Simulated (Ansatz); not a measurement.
**Phonons of Y (P6_3/mmc, 2 atoms in the cell) against volume**

Wanted: Grüneisen parameters and pressure coefficients of the modes of Y (P6_3/mmc, 2 atoms in the cell).

Main program and level: Ansatz 0.2.0; DFT PBEsol, scalar-relativistic, plane waves, PAW; PAW set soft_1.

## (1) Starting point

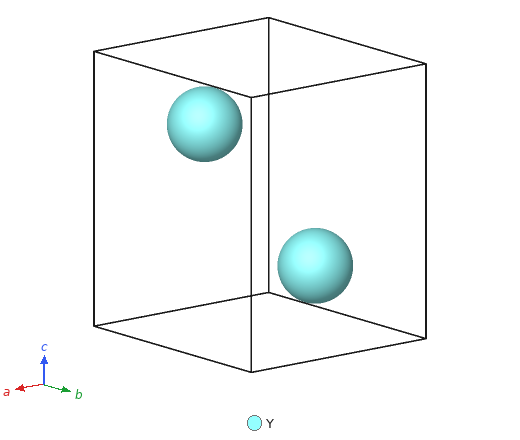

The cell as given, from a free direction (yttrium teal).

Coordinates:

```cif
data_structure
_symmetry_space_group_name_H-M 'P6_3/mmc'
_symmetry_Int_Tables_number 194
_cell_length_a 3.6474
_cell_length_b 3.6474
_cell_length_c 5.7306
_cell_angle_alpha 90.000
_cell_angle_beta 90.000
_cell_angle_gamma 120.000
_cell_volume 66.02
loop_
_atom_site_label
_atom_site_type_symbol
_atom_site_symmetry_multiplicity
_atom_site_Wyckoff_symbol
_atom_site_fract_x
_atom_site_fract_y
_atom_site_fract_z
_atom_site_occupancy
Y1 Y 2 c 0.33333 0.66667 0.25000 1
```

## (2) Relaxation

Harmonic phonons are second derivatives at a point where the forces vanish, and they are wanted at zero stress, so atoms and cell are relaxed first.

Input file input.yaml:

```yaml
crystal:
  lattice:
    - [3.6474, 0.0, 0.0]
    - [-1.8237, 3.1587410578, 0.0]
    - [0.0, 0.0, 5.7306]
  atoms:
    - { symbol: "Y", position: [0.33333333, 0.66666667, 0.25] }
    - { symbol: "Y", position: [0.66666667, 0.33333333, 0.75] }
kpoints:
  mp_grid: { grid: [15, 15, 8] }
hamiltonian:
  xc: pbesol
  pseudopotentials: { kind: paw, azcp: { folder: soft_1 }, xc_functional: pbe }
scf:
  occupations: { method: gaussian, width: 0.1 }
output:
  forces: true
  stress: true
  eigenvalues: true
relax:
  adjacent_minimum: "off"
  f_tol: 0.005
  max_steps: 80
  cell: { stress_tol: 0.05 }
```

Command:

```sh
ansatz run input.yaml --threads 4 --pin off --max-ram 10240MiB --backend cpu --events-out ev --progress --plain --runs-dir out
```

Numbers of over 12 decimals in the logs are rounded to 6 here.

The program printed:

```text
Engine: ansatz 0.2.0, x86_64-unknown-linux-gnu
Pseudopotentials: kind: paw
Pseudopotential: Y, paw, valence charge 11, recommended cutoff 420 eV (normal), soft_1/Y.paw.azcp
Functional definition: PBEsol
  exchange = pbesol_x
  correlation = pbesol_c
Crystal: 2 atoms, lattice volume = 66.023 Å³
Basis set: ecut = 420 eV, 1267 PW (Γ), exchange–correlation on 50×50×80 points (8 copies of the dense FFT grid, shifted against one another)
Bands: 15, of which v1, the nominal top of the filled ones, is band 11 counted from 1 (10 counted from 0)
Symmetry: 24 space group operations
Space group: P63/mmc (ITA 194), of the structure as read, at distance tolerance 4.0e-5 Å
k-points: 135 of 1800
Non-local potential: Y, projectors of the file, l = 0: 3, l = 1: 2, l = 2: 2, l = 3: 1
PAW form: soft (Blöchl's): semilocal exchange-correlation on the pseudo side does not see the compensation charge
PAW frozen core: Y, regenerated for the run's functional, and the local potential with it (the file was generated under x = pbe(κ = 0.804, μ = 0.219515), c = pbe(β = 0.066725))
PAW one-centre angular grid: Y, 590 points (default); XC on 64 Gauss nodes
Initial density: superposition of atomic densities (chi_scale 0.1, normalization cell)
Initial wavefunctions: pseudopotential atomic-orbital guess
Functional: x = pbesol(κ = 0.804, μ = 0.123457), c = pbesol(β = 0.046)
SCF iter   1: F=—  HF=-7590.240246 eV  |F-HF|=—  |Δ(HF+E_count)|=         —  Δρ=1.37e-2  dr2=2.03e-1  ethr=3.10e-3  ⟨swp⟩=4.4  Hψ=8841  notcnv=0
preconditioner: auto → Kerker (q_TF=auto, 2.272 Å⁻¹)  [metal: Δε(μ)=0.002 eV  Ē_g=2.590 eV  σ=0.100 eV  W_gap=0.01  n_scr=22 (ndim 8)  ℏωp=11.2 eV  f_vac=0.000  D(μ)=3.79/eV (n_scr^D=34)]
SCF iter   2: F=—  HF=-7590.198355 eV  |F-HF|=—  |Δ(HF+E_count)|=   4.19e-2  Δρ=8.72e-3  dr2=8.15e-2  ethr=9.21e-4  ⟨swp⟩=1.9  Hψ=3353  notcnv=0  defer=14
SCF iter   3: F=—  HF=-7590.172170 eV  |F-HF|=—  |Δ(HF+E_count)|=   2.62e-2  Δρ=1.34e-3  dr2=1.21e-3  ethr=3.71e-4  ⟨swp⟩=3.0  Hψ=4005  notcnv=0  defer=14
SCF iter   4: F=—  HF=-7590.172123 eV  |F-HF|=—  |Δ(HF+E_count)|=   4.73e-5  Δρ=2.04e-4  dr2=2.46e-5  ethr=5.50e-6  ⟨swp⟩=1.8  Hψ=2324  notcnv=0  defer=14
SCF iter   5: F=—  HF=-7590.172115 eV  |F-HF|=—  |Δ(HF+E_count)|=   7.55e-6  Δρ=4.75e-5  dr2=1.00e-6  ethr=1.12e-7  ⟨swp⟩=2.0  Hψ=3499  notcnv=0  defer=14
SCF iter   6: F=-7590.172116 eV  HF=-7590.172116 eV  |F-HF|=5.11e-9  |Δ(HF+E_count)|=   1.29e-7  Δρ=8.20e-6  dr2=3.34e-8  ethr=4.55e-10  ⟨swp⟩=5.3  Hψ=9053  notcnv=0
SCF 1 converged in 6 iterations: F = -7590.172116 eV  dr2 = 3.34e-8
  greatest PAW one-centre occupation: 0.993 electrons in one spin orbital (limit 2), on the Y atom at site 1 (counted from 0), in its partial waves of l = 0
relax step   1: F+E_penalty+E_count = -7590.17211551 eV  Δ(F+E_penalty+E_count) = +0.000e0 eV  max|allowed force component| = 6.939e-17 eV/Å  Δτ_max = 0.0000 Å  P = -2.093 GPa  Ω = 66.023 Å³  (6 SCF iters, dr2 threshold 1.00e-7 eV, accepted)
Crystal: 2 atoms, lattice volume = 62.557 Å³
Basis set: ecut = 420 eV, 1207 PW (Γ), exchange–correlation on 50×50×80 points (8 copies of the dense FFT grid, shifted against one another)
Initial density: handed on by an earlier stage of this run
Initial wavefunctions: those handed on with the density
iter 1 solved again at ethr=1.16e-6 eV; its pass at ethr=3.10e-3 eV (dr2=2.56e-4 eV) is discarded
SCF iter   1: F=—  HF=-7590.196529 eV  |F-HF|=—  |Δ(HF+E_count)|=         —  Δρ=7.85e-4  dr2=2.04e-4  ethr=1.16e-6  ⟨swp⟩=2.0  Hψ=15174  notcnv=0
preconditioner: auto → Kerker (q_TF=auto, 2.292 Å⁻¹)  [metal: Δε(μ)=0.016 eV  Ē_g=2.602 eV  σ=0.100 eV  W_gap=0.09  n_scr=10 (ndim 8)  ℏωp=11.5 eV  f_vac=0.000  D(μ)=3.51/eV (n_scr^D=34)]
SCF iter   2: F=—  HF=-7590.196537 eV  |F-HF|=—  |Δ(HF+E_count)|=   7.85e-6  Δρ=4.36e-4  dr2=6.57e-5  ethr=9.29e-7  ⟨swp⟩=1.0  Hψ=2025  notcnv=0
SCF iter   3: F=—  HF=-7590.196550 eV  |F-HF|=—  |Δ(HF+E_count)|=   1.32e-5  Δρ=4.86e-5  dr2=1.38e-6  ethr=2.99e-7  ⟨swp⟩=2.5  Hψ=3305  notcnv=0
SCF iter   4: F=-7590.196550 eV  HF=-7590.196550 eV  |F-HF|=1.01e-8  |Δ(HF+E_count)|=   1.64e-7  Δρ=8.15e-6  dr2=4.63e-8  ethr=9.09e-10  ⟨swp⟩=5.0  Hψ=9209  notcnv=0
SCF 2 converged in 4 iterations: F = -7590.196550 eV  dr2 = 4.63e-8
relax step   2: F+E_penalty+E_count = -7590.19655009 eV  Δ(F+E_penalty+E_count) = -2.443e-2 eV  max|allowed force component| = 7.401e-17 eV/Å  Δτ_max = 0.0000 Å  P = +0.040 GPa  Ω = 62.557 Å³  energy of the carried Pulay correction = +8.890e-5 eV  (4 SCF iters, dr2 threshold 2.00e-7 eV, accepted)
Crystal: 2 atoms, lattice volume = 62.608 Å³
iter 1 solved again at ethr=4.53e-8 eV; its pass at ethr=3.10e-3 eV (dr2=9.96e-6 eV) is discarded
SCF iter   1: F=—  HF=-7590.196631 eV  |F-HF|=—  |Δ(HF+E_count)|=         —  Δρ=6.01e-5  dr2=1.65e-6  ethr=4.53e-8  ⟨swp⟩=3.1  Hψ=14449  notcnv=0
preconditioner: auto → Kerker (q_TF=auto, 2.292 Å⁻¹)  [metal: Δε(μ)=0.021 eV  Ē_g=2.601 eV  σ=0.100 eV  W_gap=0.12  n_scr=10 (ndim 8)  ℏωp=11.5 eV  f_vac=0.000  D(μ)=3.48/eV (n_scr^D=34)]
SCF iter   2: F=—  HF=-7590.196631 eV  |F-HF|=—  |Δ(HF+E_count)|=   2.85e-7  Δρ=3.66e-5  dr2=6.48e-7  ethr=7.48e-9  ⟨swp⟩=1.1  Hψ=2041  notcnv=0
SCF iter   3: F=-7590.196631 eV  HF=-7590.196631 eV  |F-HF|=3.75e-10  |Δ(HF+E_count)|=   4.17e-8  Δρ=3.20e-6  dr2=4.55e-9  ethr=1.23e-10  ⟨swp⟩=3.0  Hψ=7993  notcnv=0
SCF 3 converged in 3 iterations: F = -7590.196631 eV  dr2 = 4.55e-9
relax step   3: F+E_penalty+E_count = -7590.19663116 eV  Δ(F+E_penalty+E_count) = -8.107e-5 eV  max|allowed force component| = 5.551e-17 eV/Å  Δτ_max = 0.0000 Å  P = +0.008 GPa  Ω = 62.608 Å³  energy of the carried Pulay correction = +8.757e-5 eV  (3 SCF iters, dr2 threshold 2.71e-8 eV, accepted)
Initial wavefunctions: pseudopotential atomic-orbital guess (no wavefunctions were taken with the density)
iter 1 solved again at ethr=1.92e-7 eV; its pass at ethr=3.10e-3 eV (dr2=4.23e-5 eV) is discarded
SCF iter   1: F=—  HF=-7590.196536 eV  |F-HF|=—  |Δ(HF+E_count)|=         —  Δρ=1.92e-5  dr2=3.01e-8  ethr=1.92e-7  ⟨swp⟩=3.1  Hψ=15162  notcnv=0
SCF iter   2: F=—  HF=-7590.196537 eV  |F-HF|=—  |Δ(HF+E_count)|=   8.43e-7  Δρ=9.80e-6  dr2=8.45e-9  ethr=1.37e-10  ⟨swp⟩=2.0  Hψ=3451  notcnv=0
SCF iter   3: F=—  HF=-7590.196537 eV  |F-HF|=—  |Δ(HF+E_count)|=   4.27e-9  Δρ=5.00e-7  dr2=1.38e-10  ethr=3.84e-11  ⟨swp⟩=2.0  Hψ=3498  notcnv=0
SCF iter   4: F=-7590.196537 eV  HF=-7590.196537 eV  |F-HF|=4.55e-12  |Δ(HF+E_count)|=  2.64e-11  Δρ=1.51e-7  dr2=1.04e-11  ethr=1.00e-12  ⟨swp⟩=6.0  Hψ=9083  notcnv=0
SCF 4 converged in 4 iterations: F = -7590.196537 eV  dr2 = 1.04e-11
relax step   4: F+E_penalty+E_count = -7590.19653684 eV  Δ(F+E_penalty+E_count) = +9.432e-5 eV  max|allowed force component| = 7.401e-17 eV/Å  Δτ_max = 0.0000 Å  P = +0.008 GPa  Ω = 62.608 Å³  stress off target by 2.65e-2 GPa  SCF on the basis re-selected at this cell (its energy is not comparable with the rows above)  (4 SCF iters)
basis re-selected at this cell: Δ(F+E_penalty+E_count) = +9.432e-5 eV, ΔP = +0.000 GPa vs the last step (what re-selecting the basis moved, of the pressure what is left beyond the Pulay correction that the steps carried, after the strain that the cell walked since its last selection, with what the two solves' SCF thresholds leave and, on support functions, any second-order correction that the steps lacked; it is no m [...]
SCF converged after 4 iterations
Free energy (F): -7590.196537 eV
Harris-Foulkes:  -7590.196537 eV  (|F-HF|=4.55e-12)
Internal energy: -7590.179123 eV  (E = F + TS)
E sigma→0 (E₀):  -7590.187830 eV
Entropy (-TS):   -0.017414 eV (-8.707 meV/atom)
Fermi energy:    9.806018 eV
--- Per-component energies (eV) ---
  E_band       = -230.314775
  E_kinetic    = 631.607630
  E_local      = -1172.381974  (includes V_loc(G=0)·N_el)
  E_nonlocal   = 57.284527
  E_hartree    = 370.683898
  E_xc         = -353.833112
  E_vxc        = -408.985159  (∫ρ·V_xc dr)
  E_paw        = -5527.702504  (= ΣΔE_a)
  E_vpaw       = -79.207598  (= ΣTr[D̂ρ^β])
  E_aug_tail   = 0.000046  (compensation charges beyond the density's cutoff)
  E_ewald      = -1596.135180
  E_core_change = 0.297547  (= ΣΔE_core)
  E_smearing   = -0.017414  (= −TS)
  E_closure    = 0.000000  (closes the sum)
  Σ components = -7590.196537   (vs F -7590.196537, Δ=0.00e0)
--- Forces (eV/Å), atoms counted from 1 ---
  atom   1  Y     -0.00000000     0.00000000     0.00000000
  atom   2  Y      0.00000000    -0.00000000    -0.00000000
  max |Σ_I F_I| component: 9.25e-18 eV/Å
--- Stress (GPa, compression-positive) ---
        0.025829      -0.000000      -0.000000
       -0.000000       0.025829       0.000000
       -0.000000       0.000000      -0.026500
  P = ⅓ Tr σ = 0.0084 GPa (0.084 kbar)
--- Band table (eV; the first three rows and the last of 135) ---
  k-point 0: bands = [... 7 lower, -12.2955, 5.0807, 7.8940, 10.9318, 11.5748, 11.5748, 11.9912, 12.2404]
  k-point 1: bands = [... 7 lower, -12.3249, 5.1904, 7.8365, 10.8095, 11.5044, 11.5044, 11.8828, 12.1396]
  k-point 2: bands = [... 7 lower, -12.3594, 5.5078, 7.6160, 10.6103, 11.4057, 11.4057, 11.5886, 11.9074]
  k-point 134: bands = [... 7 lower, -12.4150, 9.3997, 9.3997, 9.4073, 9.4073, 10.2877, 10.2877, 12.6662]
--- Relaxed structure (3 steps of the walk, 3 accepted, 1 SCFs on fresh bases) ---
  F+E_penalty+E_count = -7590.19653684 eV   max|allowed force component| = 7.401e-17 eV/Å   (the final SCF, on the basis selected at the relaxed cell)
  cell:  # Å, volume = 62.6076 Å³
    - [3.597888, 0, 0]
    - [-1.798944, 3.115862, -2.281296583700204e-18]
    - [0, -4.138736909233524e-18, 5.584721]
  atoms:
    - { symbol: Y, position: [0.333333, 0.666667, 0.250000] }
    - { symbol: Y, position: [0.666667, 0.333333, 0.75] }
```

It took 4.2 s on 4 threads of INTEL XEON PLATINUM 8581C at 2.30GHz (Emerald Rapids), shared host; peak memory 0.49 GiB; 15 s of CPU time.

The steps of the relaxation:

```csv
step,energy less that of the first step (eV),largest force component (eV/Å),pressure (GPa),volume (Å³)
1,0.0000,0.0000,-2.09,66.02
2,-0.0244,0.0000,0.04,62.56
3,-0.0245,0.0000,0.01,62.61
4*,-0.0244,0.0000,0.01,62.61
```

Relaxation steps marked * repeat the geometry before them on a plane-wave basis chosen anew for their cell, so energy and pressure can jump there.

Forces are held to the 24 operations that the run works with; a distortion that breaks them can't arise in this run.

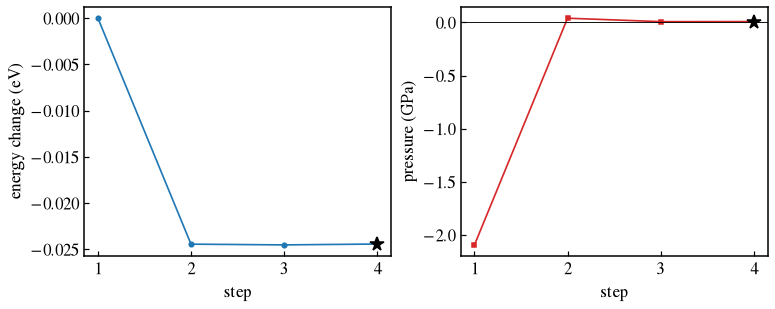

Energy and pressure along the relaxation. Stars mark steps on a basis chosen anew.

```csv
"conventional cell, symmetrised",before,after,change
a (Å),3.647,3.598,-1.4 %
b (Å),3.647,3.598,-1.4 %
c (Å),5.731,5.585,-2.5 %
volume (Å³/atom),33.01,31.30,-5.2 %
```

The relaxed structure:

```cif
data_structure
_symmetry_space_group_name_H-M 'P 1'
_symmetry_Int_Tables_number 1
_cell_length_a 3.5979
_cell_length_b 3.5979
_cell_length_c 5.5847
_cell_angle_alpha 90.000
_cell_angle_beta 90.000
_cell_angle_gamma 120.000
_cell_volume 62.61
loop_
_atom_site_label
_atom_site_type_symbol
_atom_site_fract_x
_atom_site_fract_y
_atom_site_fract_z
_atom_site_occupancy
Y1 Y 0.33333 0.66667 0.25000 1
Y2 Y 0.66667 0.33333 0.75000 1
```

This step gave:

* pressure: 0.008386 GPa
* volume per atom: 31.30 Å³
* gap on the k-mesh: 0 eV

In this step the volume went from 33.01 to 31.30 Å³/atom.

## (3) Tight relaxation

Phonons need small forces and stress, so the relaxation is finished with tight tolerances on 15×15×8 k points.

input.yaml, the sections that differ from step 2:

```yaml
crystal:
  lattice:
    - [3.5978876888, 0.0, 0.0]
    - [-1.7989438444, 3.1158621384, 0.0]
    - [0.0, 0.0, 5.58472053]
  atoms:
    - { symbol: "Y", position: [0.3333333333, 0.6666666667, 0.25] }
    - { symbol: "Y", position: [0.6666666667, 0.3333333333, 0.75] }
scf:
  occupations: { method: methfessel_paxton, width: 0.2 }
relax:
  adjacent_minimum: "off"
  f_tol: 0.001
  max_steps: 60
  cell: { stress_tol: 0.01 }
# kpoints, hamiltonian, output: as in step 2
```

The program printed:

```text
[...]
Crystal: 2 atoms, lattice volume = 62.608 Å³
Basis set: ecut = 420 eV, 1207 PW (Γ), exchange–correlation on 50×50×80 points (8 copies of the dense FFT grid, shifted against one another)
Bands: 15, of which v1, the nominal top of the filled ones, is band 11 counted from 1 (10 counted from 0)
Symmetry: 24 space group operations
[...]
k-points: 135 of 1800
[...]
k-point 134: bands = [... 7 lower, -12.4129, 9.4011, 9.4011, 9.4088, 9.4088, 10.2889, 10.2889, 12.6694]
--- Relaxed structure (2 steps of the walk, 2 accepted, 1 SCFs on fresh bases) ---
[...]
cell:  # Å, volume = 62.5980 Å³
    - [3.598501, 0.0, 0.0]
    - [-1.799250, 3.116393, 0.0]
    - [0.0, 0.0, 5.581963]
  atoms:
    - { symbol: Y, position: [0.333333, 0.666667, 0.250000] }
    - { symbol: Y, position: [0.666667, 0.333333, 0.750000] }
[key lines of the parts left out:]
SCF converged after 5 iterations
Free energy (F): -7590.186874 eV
Fermi energy:    9.809666 eV
P = ⅓ Tr σ = 0.0013 GPa (0.013 kbar)
```

Elapsed: 3.1 s, on 4 threads; peak memory 0.5 GiB.

Little changed from the start: no atom moved by 0.005 Å and no cell edge by 0.1 %.

This step gave:

```
pressure : 0.001299 GPa
```

The forces vanish by symmetry and the pressure is 0.001 GPa, within the tolerances set. The cell now holds 31.30 Å³/atom.

## (4) Modes at rest

Phonons follow from the second derivative of the energy, found here by linear response.

The modes at rest are the reference of the series.

input.yaml, the sections that differ from step 3:

```yaml
crystal:
  lattice:
    - [3.5985008797, 0.0, 0.0]
    - [-1.7992504399, 3.1163931774, 0.0]
    - [0.0, 0.0, 5.5819626655]
  atoms:
    - { symbol: "Y", position: [0.3333333333, 0.6666666667, 0.25] }
    - { symbol: "Y", position: [0.6666666667, 0.3333333333, 0.75] }
output:
  eigenvalues: true
phonons:
  method: dfpt
# kpoints, hamiltonian, scf: as in step 3
# relax: removed
```

The program printed:

```text
zone centre: on kpoints.mp_grid the ground state, and the responses unless they are solved on pairs of k-points, stand on 320 of the mesh's 1800 k-points, reduced under 4 symmetry operations, with k and −k counted as one. Each operation leaves every solved displacement unchanged or reverses it
[...]
Crystal: 2 atoms, lattice volume = 62.598 Å³
Basis set: ecut = 420 eV, 1207 PW (Γ), exchange–correlation on 50×50×80 points (8 copies of the dense FFT grid, shifted against one another)
Bands: 15, of which v1, the nominal top of the filled ones, is band 11 counted from 1 (10 counted from 0)
Symmetry: 24 space group operations
k-points: 320 of 1800 (irreducible under 4 space group operations, time reversal used)
[...]
SCF iter   1: F=—  HF=-7590.252088 eV  |F-HF|=—  |Δ(HF+E_count)|=         —  Δρ=1.39e-2  dr2=1.89e-1  ethr=3.10e-3  ⟨swp⟩=4.4  Hψ=20371  notcnv=0
[...]
SCF iter   8: F=-7590.186874 eV  HF=-7590.186874 eV  |F-HF|=9.09e-13  |Δ(HF+E_count)|=  1.33e-10  S|Δr|=    0.00e0  Δρ=1.28e-7  dr2=7.62e-12  ethr=1.00e-12  ⟨swp⟩=4.1  Hψ=23632  notcnv=0
the search or the solves at the SCF's close seem to have found levels that the self-consistency loop had missed (the run counts 3). By its estimate they hold under 1e-12 electrons; where the run keeps them, the occupations were computed again with them
SCF 1 converged in 8 iterations: F = -7590.186874 eV  dr2 = 7.62e-12
[...]
DFPT response loops at Γ: preconditioner auto → Kerker (q_TF=auto, 2.292 Å⁻¹) (partly filled bands, converged f_vac=0.000); β = 1.00, the filter's whole step (`scf.mixing.beta` (0.50) is not read by the response loops under this deck's `scf.mixing.preconditioner`; to damp them name `kerker` or `kerker_dos`, under which they read `scf.mixing.beta`, and type it under 1.00, their step now; both keys bind the ground state too); Broyden in place of MSR1
SCF converged after 8 iterations
[...]
Free energy (F): -7590.186874 eV
[...]
Internal energy: -7590.184987 eV  (E = F + TS)
E sigma→0 (E₀):  -7590.186402 eV
Entropy (-TS):   -0.001887 eV (-0.943 meV/atom)
Fermi energy:    9.809666 eV
[...]
--- Band table (eV; the first three rows and the last of 320) ---
  k-point 0: bands = [... 7 lower, -12.2932, 5.0823, 7.8959, 10.9389, 11.5751, 11.5751, 11.9978, 12.2421]
  k-point 1: bands = [... 7 lower, -12.3227, 5.1922, 7.8388, 10.8159, 11.5042, 11.5042, 11.8892, 12.1408]
  k-point 2: bands = [... 7 lower, -12.3582, 5.5099, 7.6189, 10.6153, 11.4050, 11.4050, 11.5944, 11.9078]
  k-point 319: bands = [... 7 lower, -12.4275, 8.4370, 8.4370, 9.9670, 9.9670, 10.5853, 10.5853, 12.4100]
--- Phonons (Γ-DFPT): 2 representative perturbations + reference, on 320 of 1800 k-points (Σ response iterations 6) ---
  k mesh reduced under 4 symmetry operations, with k and −k counted as one. Each operation leaves every solved displacement unchanged or reverses it
  ASR residual: 2.400e-5 → 0.000e0 eV/Å²; symmetrization residual: 1.517e-10 eV/Å²
  ASR residual per site (eV/Å²): 2.40e-5 2.40e-5
  Γ frequencies (cm⁻¹): 0.00 0.00 0.00 89.97 89.97 154.24
  non-analytic LO–TO correction: not included (Born effective charges unavailable; polar crystals: no LO–TO splitting at Γ)
```

Run time: 13 s. Hardware: 4 threads; peak memory 1.1 GiB; 47 s of CPU time.

Reading the cycles: dr2 is the Hartree energy of the density residual (eV), the measure of convergence; HF is the Harris–Foulkes estimate of the energy, which meets the free energy F at convergence.

Numbers from this step:

- sum-rule residual before enforcement: 2.40e-5 eV/Å²
- point group: 6/mmm
- highest optical mode at the zone centre (no LO-TO term): 154.2 cm⁻¹
- lowest optical zone-centre mode: 89.97 cm⁻¹

Patterns of degenerate modes are one choice out of their space. Modes at Γ:

| mode | frequency (cm⁻¹) | symmetry |
| --- | --- | --- |
| 1 | 0.0 | acoustic |
| 2 | 0.0 | acoustic |
| 3 | 0.0 | acoustic |
| 4 | 90.0 | E2g |
| 5 | 90.0 | E2g |
| 6 | 154.2 | B1g |

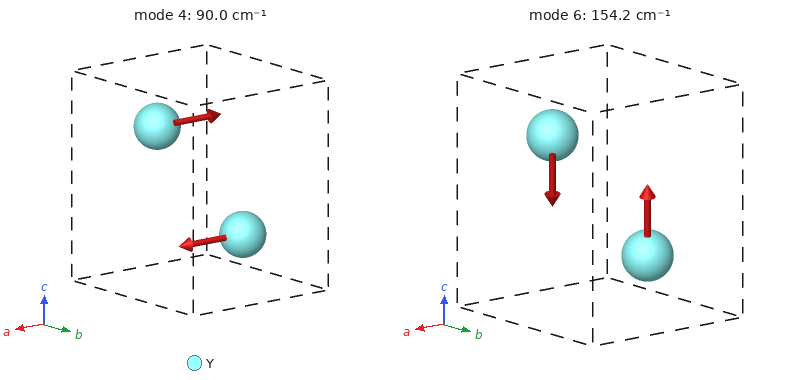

Displacement patterns of modes 4 and 6 at Γ; arrows are exaggerated.

Before it was imposed, the acoustic sum rule was missed by 2.4e-5 eV/Å². Small misses are needed for a sound result but don't prove that mesh and cutoff are converged. The lowest optical mode is real, 90.0 cm⁻¹.

[end of part 1 of 2]

[Logs are printed without paths, hosts, clocks, repeated set-up lines and the standing remarks that a program may print on its own settings, such as how far it seeks lower states.]

[Hosts, paths, dates, database ids (printed as entryN), source tags and the programs' standing remarks are cut or masked in the printed files.]
